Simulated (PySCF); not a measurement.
# NMR shielding calculation of C$_{5}$H$_{11}$PSi

The run: NMR shielding calculation of C$_{5}$H$_{11}$PSi, SMILES C#CCP(C)[SiH2]C. Method and program: GIAO PBE0/pcSseg-1 NMR shielding, non-relativistic, gas phase (PySCF 2.14.0).

The geometry comes from this level: GFN2-xTB. Figures and captions count atoms from 1; the log counts them from 0 in places.

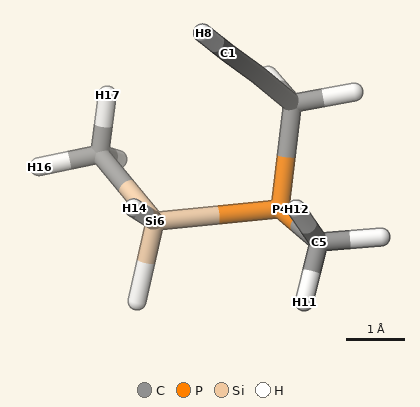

The input geometry (stick view, seen at a tilt; atoms are numbered from 1 in the order of the input). Bond lengths as drawn: C–C 1.20 to 1.44 Å, C–H 1.05 to 1.10 Å, C–P 1.85 to 1.88 Å, C–Si 1.90 Å, H–Si 1.47 Å and P–Si 2.25 Å.

## Results in brief

- outcome: converged
- total energy: −827.392459 hartree
- HOMO: −6.63 eV
- LUMO: 0.19 eV
- dipole moment: 0.76 D
- isotropic shielding, C: 103.1 to 196.6 ppm
- isotropic shielding, P: 447.5 ppm
- isotropic shielding, Si: 391.6 ppm
- isotropic shielding, H: 27.5 to 31.7 ppm
- hardware: 1 CPU thread, shared host
- wall time: 40 s
- peak memory: 0.84 GiB

## The input
```
{"job": {"kind": "nmr", "xc": "PBE0", "basis": "pcSseg-1"}, "charge": 0, "multiplicity": 1}
C      1.956530     1.509521     0.721759
C      1.575825     0.877226    -0.222208
C      1.094121     0.082028    -1.319951
P     -0.094594    -1.278828    -0.806069
C      0.964321    -2.119496     0.455792
Si    -1.447092    -0.142210     0.585741
C     -2.144582     1.359053    -0.344068
H      2.300348     2.083221     1.529664
H      0.566295     0.712568    -2.041801
H      1.933647    -0.398734    -1.834049
H      0.340602    -2.803982     1.026452
H      1.426514    -1.396236     1.125273
H      1.740017    -2.693847    -0.049736
H     -0.826216     0.301211     1.842617
H     -2.524158    -1.085882     0.917805
H     -2.954528     1.812807     0.216933
H     -1.382695     2.117502    -0.499275
H     -2.533115     1.070397    -1.316536
```

The first line tells a small driver script what to run in PySCF; the rest is the geometry in Å.

Launch command:
```bash
OMP_NUM_THREADS=1 python <driver script> task.json out
```

## What the program printed
```
coarse grid: 15504 points
cycle   1  E = -827.2899973076  dE =  5.222e-01  |g| = 4.788e-01  |ddm| = 3.891e+00
cycle   2  E = -827.2864430614  dE =  3.554e-03  |g| = 4.862e-01  |ddm| = 9.942e-01
cycle   3  E = -827.3482748295  dE = -6.183e-02  |g| = 5.308e-02  |ddm| = 4.654e-01
cycle   4  E = -827.3488179582  dE = -5.431e-04  |g| = 3.311e-02  |ddm| = 8.558e-02
cycle   5  E = -827.3490581532  dE = -2.402e-04  |g| = 1.372e-02  |ddm| = 3.446e-02
cycle   6  E = -827.3491040719  dE = -4.592e-05  |g| = 2.385e-03  |ddm| = 1.330e-02
cycle   7  E = -827.3491054327  dE = -1.361e-06  |g| = 3.900e-04  |ddm| = 3.014e-03
final grid: 138984 points
cycle   8  E = -827.3924428227  dE = -3.450e-05  |g| = 7.911e-03  |ddm| = 3.863e-02
cycle   9  E = -827.3924364468  dE =  6.376e-06  |g| = 9.332e-03  |ddm| = 1.457e-02
cycle  10  E = -827.3924586915  dE = -2.224e-05  |g| = 9.952e-04  |ddm| = 8.387e-03
cycle  11  E = -827.3924588831  dE = -1.916e-07  |g| = 4.773e-04  |ddm| = 1.091e-03
cycle  12  E = -827.3924589392  dE = -5.615e-08  |g| = 8.359e-05  |ddm| = 4.103e-04
cycle  13  E = -827.3924589412  dE = -1.962e-09  |g| = 1.480e-05  |ddm| = 1.358e-04
cycle  14  E = -827.3924589412  dE = -6.412e-11  |g| = 3.823e-06  |ddm| = 2.900e-05
```

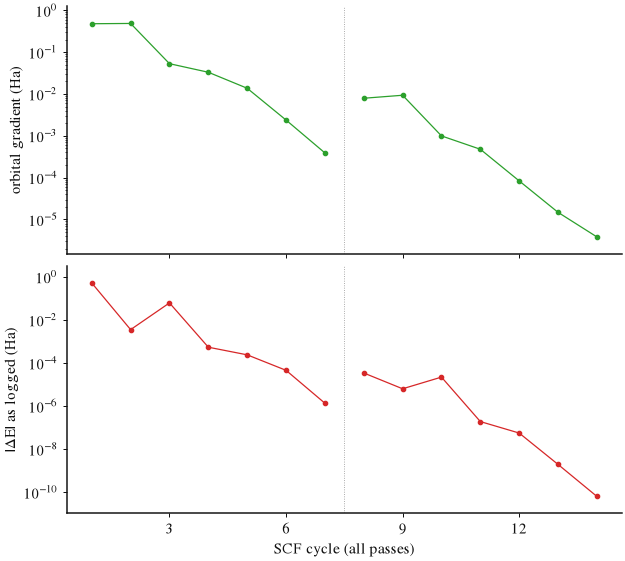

Convergence of the self-consistent field: orbital gradient and size of the energy change against the SCF cycle. The dotted line marks the change from a coarse to the final integration grid. The first 7 cycles use a coarse grid, the final grid takes over at cycle 8, and the field converges after 14 cycles in all.

```
converged SCF energy = -827.3924589412

GIAO shielding tensors (ppm)
atom      isotropic    diamagn.    paramagn.     s11        s22        s33       span
  0 C      109.023     258.706    -149.684     36.872     43.412    246.784    209.912
  1 C      103.095     266.185    -163.090      4.222     13.996    291.068    286.847
  2 C      173.149     253.263     -80.113    163.166    173.034    183.248     20.082
  3 P      447.516     968.452    -520.937    387.454    437.445    517.647    130.193
  4 C      180.555     253.967     -73.412    172.123    179.666    189.876     17.754
  5 Si     391.562     881.480    -489.918    347.781    381.141    445.765     97.984
  6 C      196.553     253.636     -57.083    190.386    198.970    200.304      9.919
  7 H       29.982      34.890      -4.908     24.463     25.162     40.321     15.858
  8 H       29.350      30.724      -1.373     25.006     26.878     36.166     11.160
  9 H       29.253      28.955       0.298     23.434     27.428     36.896     13.461
 10 H       30.855      30.668       0.186     25.714     28.184     38.666     12.953
 11 H       29.808      32.095      -2.287     24.444     30.035     34.946     10.503
 12 H       30.657      29.965       0.692     25.552     27.027     39.392     13.840
 13 H       27.452      31.127      -3.675     24.626     26.354     31.377      6.751
 14 H       27.595      30.366      -2.771     23.807     25.750     33.228      9.421
 15 H       31.441      28.847       2.594     26.294     27.668     40.361     14.068
 16 H       31.333      32.440      -1.107     25.662     30.952     37.386     11.724
 17 H       31.698      30.685       1.012     26.714     29.483     38.895     12.181
```

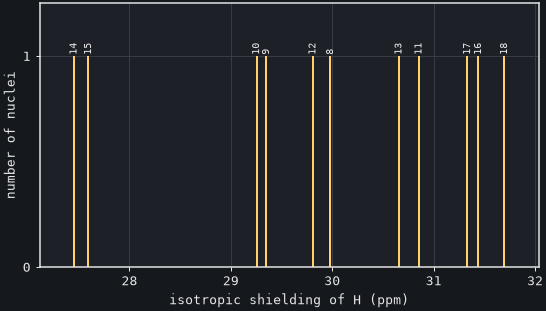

Isotropic shieldings of the hydrogen nuclei in this fixed geometry, labelled by atom number; shielding grows to the right, so chemical shift grows to the left. The least shielded is H14 (27.5 ppm), the most shielded H18 (31.7 ppm).

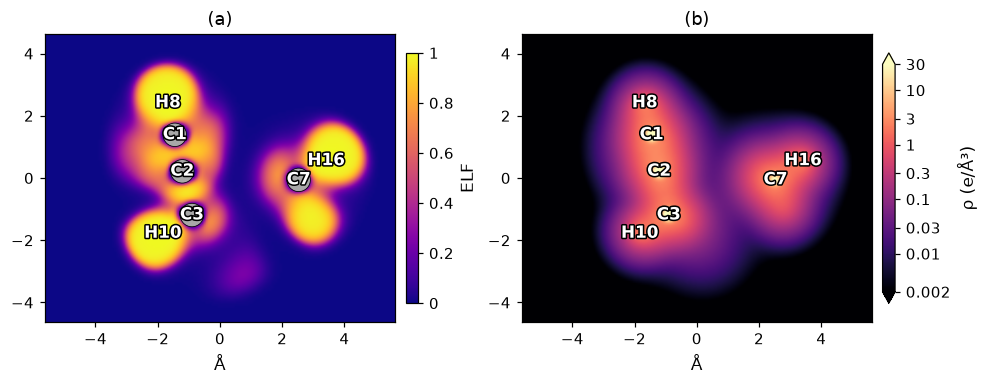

(a) electron localisation function; (b) electron density on the plane of atoms C2, C3 and H10. Grey discs, where drawn, cover atomic cores. The section cuts through C and H sites.

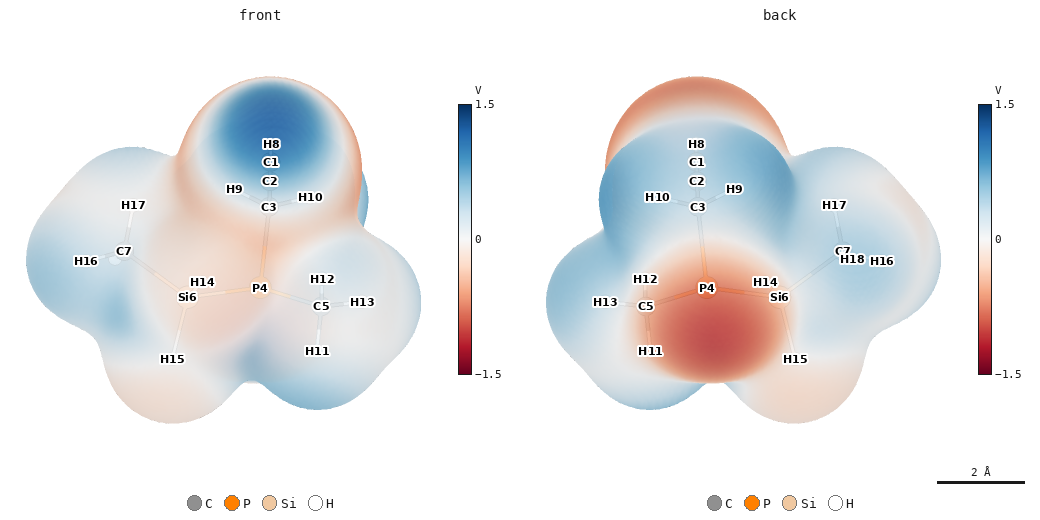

The electrostatic potential painted on the density surface at 0.001 e/bohr³, seen face on and from behind; red is negative and blue positive. Its dipole moment is 0.76 D.
